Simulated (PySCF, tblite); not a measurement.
# C₂H₁₂NSi₃ radical: geometry, infrared bands and EPR parameters

What infrared bands and EPR parameters should C₂H₁₂NSi₃ radical (`C[N][SiH2][SiH2]C[SiH3]`) show?

Programs: tblite 0.8.0 and PySCF 2.14.0, with density-fitted response routines of our own. Each step states its level of theory. These are calculated values for one molecule in the gas phase, unless marked as measured. Atoms are numbered from 0 throughout.

## 1. The starting structure

18 atoms, charge 0, multiplicity 2; geometry from: force field or distance geometry start.

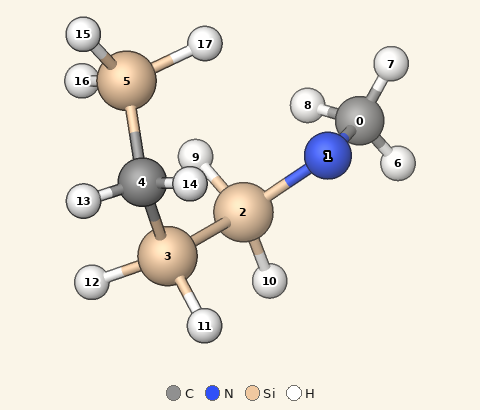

As it starts; carbon grey, nitrogen blue, silicon light orange, hydrogen white, atoms numbered.

## 2. Optimising the geometry with GFN2-xTB

The job: settings as JSON, then the geometry in Å.

```
{"job": {"kind": "relax", "xc": "GFN2-xTB", "basis": "xTB"}, "charge": 0, "multiplicity": 2}
C      2.842900     1.076000     0.095500
N      1.624300     0.507000     0.683600
Si     1.155900    -0.795000    -0.451000
Si    -0.839900    -1.641500    -0.083600
C     -2.194200    -0.410300     0.197500
Si    -2.006500     1.106000    -0.858000
H      3.716200     0.481700     0.374500
H      2.960900     2.145100     0.380100
H      2.714900     1.056600    -1.014400
H      1.143700    -0.160300    -1.788400
H      2.141400    -1.886700    -0.402000
H     -0.840000    -2.557700     1.098800
H     -1.211600    -2.422200    -1.272700
H     -3.137300    -0.904900    -0.143800
H     -2.217800    -0.174700     1.274900
H     -3.313500     1.792400    -0.873500
H     -1.570200     0.805200    -2.232600
H     -0.977900     1.989600    -0.261400
```

Started as:

```
$ OMP_NUM_THREADS=1 python probes_run.py task.json out
```

One launch serves the whole session: the jobs run in the order shown.

**Question.** This job is followed by: GFN2-xTB harmonic vibrations, gas phase; UKS B3LYP, pcH-1 on C H N Si, non-relativistic, mean-field spin-orbit, GIAO. Predict these results of the whole session: strongest single infrared mode (GFN2-xTB); zero-point energy (GFN2-xTB); g(iso) (B3LYP); ⟨S²⟩; largest a(iso) (averaged by class); surface potential, least and greatest.

As calculated:

| quantity | value |
| --- | --- |
| strongest single infrared mode (GFN2-xTB) | 2233 cm⁻¹, 538 km/mol |
| zero-point energy (GFN2-xTB) | 77.3 kcal/mol |
| g(iso) (B3LYP) | 2.00552 |
| ⟨S²⟩ | 0.756 (exact 0.75) |
| largest a(iso) (averaged by class) | 29Si on Si3, -117.2 MHz |
| surface potential, least and greatest | -1.29 V and 1.13 V |

In words: The optimisation took 162 steps and gained 1.220 eV; among the close pairs (by a distance rule), Si2–Si3 changed most, from 2.199 to 2.376 Å. No mode is imaginary among the 48: a minimum at this level. The strongest single mode, at 2233 cm⁻¹, moves mainly H10. GFN2-xTB is a fitted tight-binding method: band positions and strengths are rough. Its intensities can rank the bands wrongly. Most of the unpaired spin sits on N1 (0.80 e). The isotropic g lies 3.2 ppt above the free-electron value.
